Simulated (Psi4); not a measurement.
# C2H2FO− (SMILES [O-]/C=C/F): a first try and a second

Wanted: the energy in a field of C2H2FO−, FNO-MP3/3-21G (dipole perturbation λ (added as +λ·μ, a field of −λ) (0, -0.005, 0) a.u., occ tolerance 1e-05).

Program for the calculation: Psi4 1.11.

2 further runs of the same task are left out: 1 that didn't finish, 1 set aside as unsound or not needed.

### Step 1. The system as given

The species is C2H2FO− (6 atoms), meant as a singlet with charge -1. SMILES: `[O-]/C=C/F`. The shape is that of a GFN2-xTB optimisation.

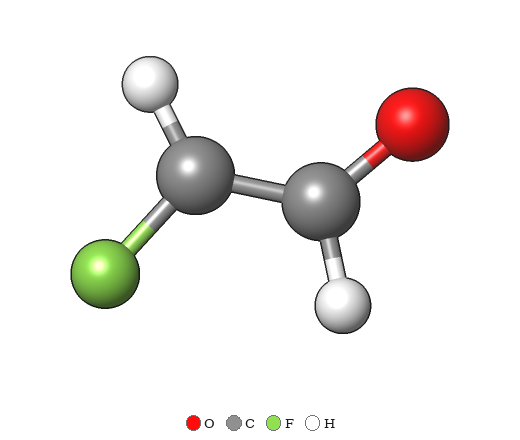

The structure, seen from a chosen angle (oxygen red, carbon grey, fluorine green, hydrogen white).

### Step 2. The input as first written

Contents of job.dat:

```
memory 1600 MB

molecule system {
  -1 1
  O
  C 1 1.262602
  C 2 1.348397 1 127.90892
  F 3 1.410957 2 120.55452 1 -179.95908
  H 2 1.12413 1 118.42636 3 179.97849
  H 3 1.077881 2 128.21745 5 179.98865
  units angstrom
  symmetry c2v
  no_reorient
  no_com
}

set {
  reference rhf
  scf_type pk
  occ_tolerance 1e-05
  perturb_h true
  perturb_with dipole
  perturb_dipole [0.0, -0.005, 0.0]
  mp_type conv
}

energy('fno-mp3/3-21G')
```

Command:

```console
$ psi4 -n 1 job.dat job.out
```

job.out:

```text
Psi4 1.11 release

Molecule: geometry: Molecule is not complete, please use 'update_geometry'
                    once all variables are set.

RuntimeError:
Fatal Error: User specified point group (C2v(Z)) is not a subgroup of the highest detected point group (C1). If this is because the symmetry increased, try to start the calculation again from the last geometry, after checking any symmetry-dependent input, such as DOCC.

Printing out the relevant lines from the Psithon --> Python processed input file:
    core.set_global_option("OCC_TOLERANCE", 1e-05)
    core.set_global_option("PERTURB_H", "true")
    core.set_global_option("PERTURB_WITH", "dipole")
    core.set_global_option("PERTURB_DIPOLE", [0.0, -0.005, 0.0])
    core.set_global_option("MP_TYPE", "conv")
--> energy('fno-mp3/3-21G')

!----------------------------------------------------------------------------------!
!                                                                                  !
! Fatal Error: User specified point group (C2v(Z)) is not a subgroup of the        !
!     highest detected point group (C1). If this is because the symmetry           !
!     increased, try to start the calculation again from the last geometry, after  !
!     checking any symmetry-dependent input, such as DOCC.                         !
!                                                                                  !
!----------------------------------------------------------------------------------!

    Psi4 run time: 0:00:00.01
```

It took 0.83 s on 1 thread of Intel Xeon 6975P-C (Granite Rapids), shared host; peak memory 0.14 GiB.

### Step 3. What went wrong

The input was rejected.

The log says `Fatal Error: User specified point group`. What is wrong: the symmetry typed doesn't match the structure or state. To mend it: symmetry c1 in place of c2v.

### Step 4. The mended input

Contents of job.inp:

```
memory 1.6 GB

molecule mol {
  -1 1
  O
  C 1 1.262602
  C 2 1.348397 1 127.90892
  F 3 1.410957 2 120.55452 1 -179.95908
  H 2 1.12413 1 118.42636 3 179.97849
  H 3 1.077881 2 128.21745 5 179.98865
  symmetry c1
  no_reorient
  no_com
}

set globals {
  reference rhf
  scf_type pk
  occ_tolerance 1e-05
  perturb_h true
  perturb_with dipole
  perturb_dipole [0.0, -0.005, 0.0]
  mp_type conv
}

E = energy('fno-mp3/3-21G')
```

Command:

```console
$ psi4 -n 1 job.inp job.out
```

job.out:

```text
[...]
  Running in c1 symmetry.
[...]
  Nuclear repulsion =  104.528781108173746
[...]
  Multiplicity = 1
[...]
  Nalpha       = 16
  Nbeta        = 16
[...]
    Number of basis functions: 40
[...]
   @RHF iter   1:  -249.63629980611282   -8.99245e-01   1.22572e-02 ADIIS/DIIS
[...]
   @RHF iter  13:  -249.74364133887752   -4.54747e-13   3.00491e-09 DIIS
[...]
    Orbital Energies [Eh]
    ---------------------
    Doubly Occupied:
       1A    -25.905740     2A    -20.118307     3A    -10.999533
       4A    -10.966824     5A     -1.331801     6A     -1.069253
       7A     -0.749291     8A     -0.546135     9A     -0.442241
      10A     -0.420513    11A     -0.417832    12A     -0.324227
      13A     -0.307442    14A     -0.265392    15A     -0.132386
      16A     -0.048957
[...]
  @RHF Final Energy:  -249.74364133887752
   => Energetics <=
    Nuclear Repulsion Energy =            104.5287811081737459
    One-Electron Energy =                -560.4530991562301097
    Two-Electron Energy =                 206.1806767091788402
    Total Energy =                       -249.7436413388775236
[...]
 Multipole Moments:
 ------------------------------------------------------------------------------------
     Multipole            Electronic (a.u.)      Nuclear  (a.u.)        Total (a.u.)
 ------------------------------------------------------------------------------------
 L = 1.  Multiply by 2.5417464519 to convert [e a0] to [Debye]
 Dipole X            :         -0.0014035            0.0009777           -0.0004258
 Dipole Y            :         -0.3602155            0.2525038           -0.1077117
 Dipole Z            :          2.6369910           -1.5809992            1.0559918
 Magnitude           :                                                    1.0614710
[...]
      * MP2 total energy:                   -250.159137951536
[...]
      * MP2 total energy:                   -250.159137951536
[...]
      * MP3 total energy:                   -250.157943384992
[...]
```

It took 2.1 s on 1 thread of Intel Xeon 6975P-C (Granite Rapids), shared host; peak memory 0.2 GiB.

### Step 5. Results

At FNO-MP3/3-21G (dipole perturbation λ (added as +λ·μ, a field of −λ) (0, -0.005, 0) a.u., occ tolerance 1e-05):

| quantity | value |
| --- | --- |
| total energy | -250.15794 Eh |
| HOMO–LUMO gap (to an unbound level, set by the basis) | 14.28 eV |
| correlation energy | -414.3 mEh |
